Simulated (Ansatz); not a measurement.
SiH$_{4}$O$_{4}$: several calculations on one system

### Relaxation

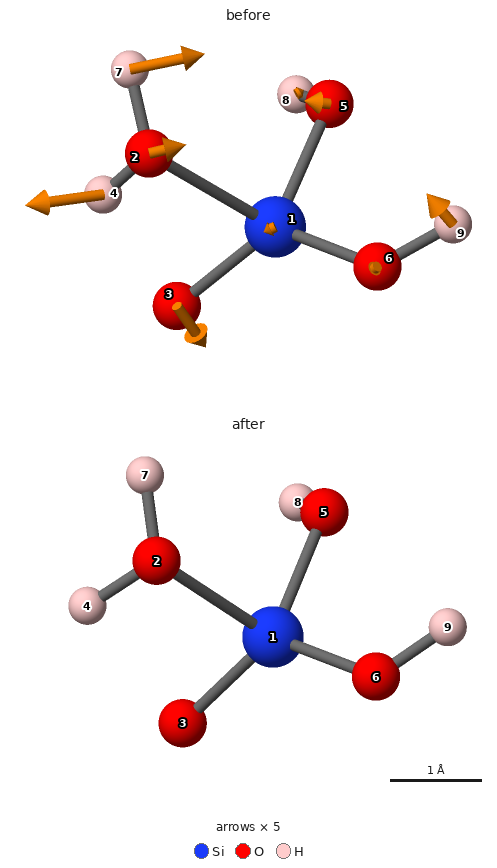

The structure of SiH$_{4}$O$_{4}$ (started from a transition state, displaced along its imaginary mode) before (top) and after (bottom) a relaxation, at one scale. The orange arrows give the displacements, 5 times their true length.

The picture is a ball-and-stick view, seen from a free direction.

Method: RKS PBE0-D4/def2-TZVP (Ansatz).

The input:
```yaml
crystal:
  periodic: [false, false, false]
  atoms:
    - {symbol: Si, position_ang: [-0.414464, -0.406644, -0.125326]}
    - {symbol: O, position_ang: [1.346244, -0.000550, 0.719593]}
    - {symbol: O, position_ang: [-0.739926, -1.234937, 1.089215]}
    - {symbol: H, position_ang: [1.052450, -0.401532, 1.341573]}
    - {symbol: O, position_ang: [-0.985730, 1.120878, -0.385163]}
    - {symbol: O, position_ang: [0.060197, -0.952884, -1.583130]}
    - {symbol: H, position_ang: [1.467086, 0.918987, 0.994260]}
    - {symbol: H, position_ang: [-1.624332, 1.373431, 0.288815]}
    - {symbol: H, position_ang: [-0.161524, -0.416947, -2.339837]}
basis:
  gaussian: {orbitals: def2-TZVP}
hamiltonian: {xc: pbe0, dispersion: d4}
relax: {f_tol: 0.005, max_steps: 200}
```

Command:
```bash
ansatz run in.yaml --threads 4 --pin off --events-out ev --progress --plain --max-ram 9574MiB
```

Q: Describe what moved and what it gained.

A: The largest move after the best rigid fit is that of H4, 0.18 Å. Largest moves by element: H 0.18 Å, O 0.14 Å, Si 0.03 Å. Among the contacts that change: O2–H4 0.796 → 0.976 Å, Si1–O2 1.995 → 1.935 Å, Si1–O3 1.506 → 1.526 Å, Si1–O5 1.651 → 1.646 Å. Bond angles that change, for instance: Si1–O2–H4 84.4° → 94.1°, O2–Si1–O3 87.8° → 96.0°, O2–Si1–O5 100.6° → 97.5°. Over 9 accepted moves (11 points after the start) the energy falls by 126.6 kJ/mol. Largest force component: 13 eV/Å at the start, 0.0029 eV/Å at the end. The line search rejected the trial steps at points 4, 8 of the run.

### Relaxation

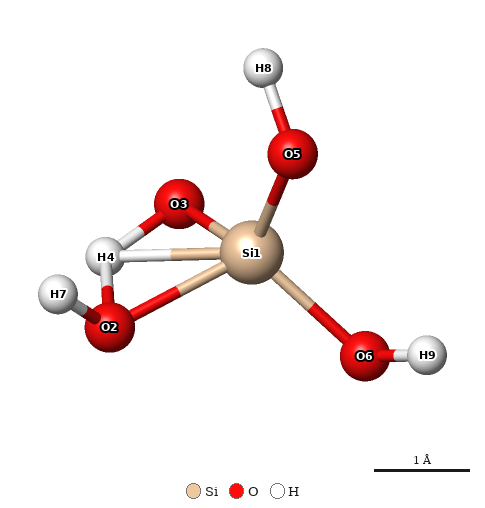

Starting structure of SiH4O4 (started from a transition state, displaced along its imaginary mode). Style: ball-and-stick. Shown at a tilt.

Level of theory: Ansatz 0.2.0, RKS PBE0-D4/def2-TZVP.

Input file:
```yaml
crystal:
  periodic: [false, false, false]
  atoms:
    - {symbol: Si, position_ang: [-0.177205, -0.270567, -0.124860]}
    - {symbol: O, position_ang: [1.350653, 0.089428, 0.600991]}
    - {symbol: O, position_ang: [-0.424592, -1.158144, 1.183742]}
    - {symbol: H, position_ang: [0.549478, -0.725680, 1.385706]}
    - {symbol: O, position_ang: [-1.036140, 1.094720, -0.398944]}
    - {symbol: O, position_ang: [0.044442, -0.966623, -1.570812]}
    - {symbol: H, position_ang: [1.497406, 0.968516, 0.966249]}
    - {symbol: H, position_ang: [-1.618366, 1.402009, 0.298086]}
    - {symbol: H, position_ang: [-0.185676, -0.433858, -2.340158]}
basis:
  gaussian: {orbitals: def2-TZVP}
hamiltonian: {xc: pbe0, dispersion: d4}
relax: {f_tol: 0.005, max_steps: 200}
```

Run as
```bash
ansatz run in.yaml --threads 4 --pin off --events-out ev --progress --plain --max-ram 9574MiB
```

> What does the optimiser find from here?

The atom that moves furthest after the best rigid fit is H4 (1.07 Å). Largest moves by element: H 1.07 Å, O 0.58 Å, Si 0.35 Å. Near-neighbour distances that change, for instance: O2–H4 1.386 → 2.717 Å, Si1–H4 1.737 → 2.231 Å, O3–H4 1.085 → 0.958 Å, Si1–O2 1.729 → 1.631 Å. Bond angles that change, for instance: Si1–O3–H4 78.0° → 116.6°, O2–Si1–O3 84.8° → 106.4°, O3–Si1–O5 121.2° → 106.4°. Groups turn about Si1–O2 by about 95°, Si1–O6 by about 60°, Si1–O3 by about 40°. The energy falls by 1.595 eV in 19 accepted moves (20 points after the start). Largest force component: 1.7 eV/Å at the start, 0.00039 eV/Å at the end. The line search rejected the trial step at point 19 of the run. The forces were under the threshold at step 17, but the run went on from there. The run took 40 s on 4 threads of Arm Neoverse V2, on a shared host.

History of the run:

```tsv
step	E − E(0), eV	largest force component, eV/Å	note
0	0.0000	1.6876	
1	-0.2711	1.9372	
2	-0.7071	2.9903	
3	-1.1435	1.5810	
4	-1.3730	0.6713	
5	-1.4676	0.1956	
6	-1.4689	0.1865	
7	-1.4824	0.0529	
8	-1.4833	0.0751	
9	-1.4834	0.1921	
10	-1.4847	0.0905	
11	-1.4855	0.0672	
12	-1.5169	0.3169	
13	-1.5587	0.1914	
14	-1.5815	0.1426	
15	-1.5937	0.0284	
16	-1.5950	0.0068	
17	-1.5953	0.0022	
18	-1.5953	0.0244	
19	-1.5945	0.1596	rejected
20	-1.5953	0.0004
```

Final geometry:

```xyz
9

Si    0.0000    0.0000    0.0000
O     1.3407    0.5868    0.7200
O    -0.6463   -1.0775    1.0400
H    -0.0295   -1.6096    1.5443
O    -1.1706    1.0898   -0.3196
O     0.4762   -0.5992   -1.4402
H     1.9852    1.0068    0.1488
H    -1.7487    1.3239    0.4076
H    -0.2069   -0.7213   -2.1009
```

The end point in the same view:

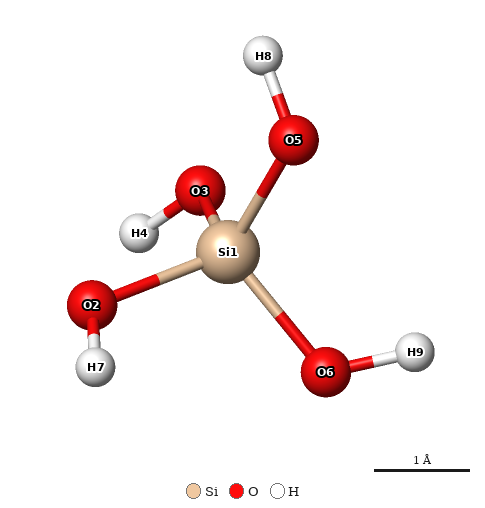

### Reaction

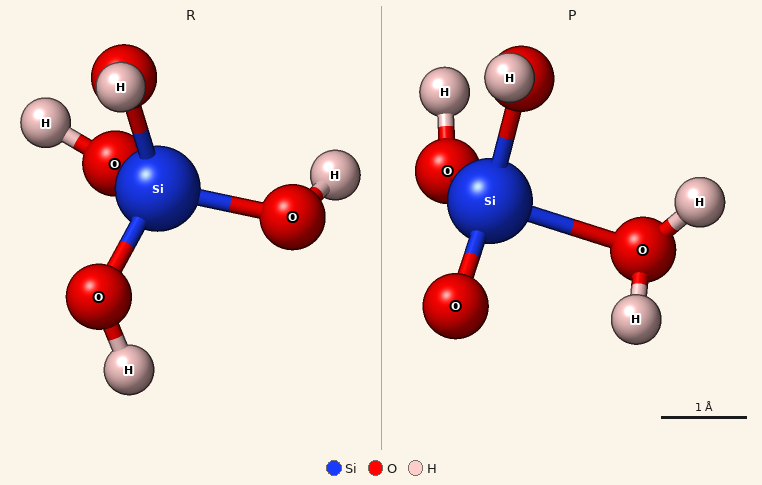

Reactant (R) and product (P) of one elementary step of SiH4O4. Style: ball-and-stick. Shown from a free direction.

Stationary points at PBE0-D4/def2-TZVP, single-point energies with CCSD(T)/CBS, RPA@PBE, BLYP-D4 (def2-TZVPP where no basis is named; Ansatz 0.2.0). The energies are electronic, without zero-point or thermal terms, and both ends are the minima reached downhill from the saddle, with any fragments still in contact. CCSD(T)/CBS stands for a frozen-core estimate: MP2 correlation extrapolated from def2-TZVPP and def2-QZVPP, CCSD(T) minus MP2 from the smaller set.

> What is the transition state like, and how high is the barrier?

From R over the saddle to P, a bond forms: H–O (2.72 → 1.08 → 0.98 Å). A bond breaks: H–O (0.96 → 1.54 → 2.23 Å). Bonds that stay but change much: O–Si (1.63 → 1.86 → 1.94 Å). The saddle has one imaginary mode, 652i cm⁻¹. With CCSD(T)/CBS the barrier is 226.3 kJ/mol from R and 14.1 kJ/mol from P, and P lies 212.2 kJ/mol above R.

```tsv
level	barrier from R (kJ/mol)	barrier from P (kJ/mol)	P less R (kJ/mol)
CCSD(T)/CBS	226.3	14.1	212.2
RPA@PBE	221.8	12.5	209.3
BLYP-D4	204.8	12.5	192.4
```

Against CCSD(T)/CBS, RPA@PBE comes closest on the barrier from R (−4.5 kJ/mol) and BLYP-D4 misses most (−21.5 kJ/mol).

The saddle point in the same view, with dashed sticks for the bonds that form or break:

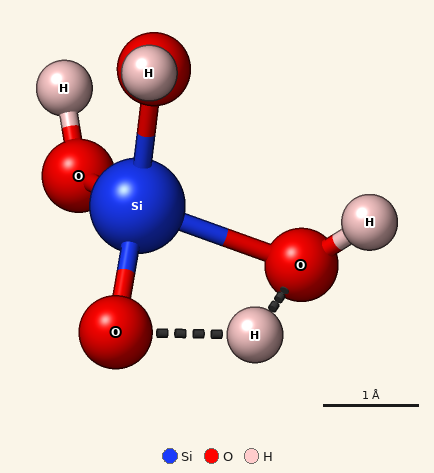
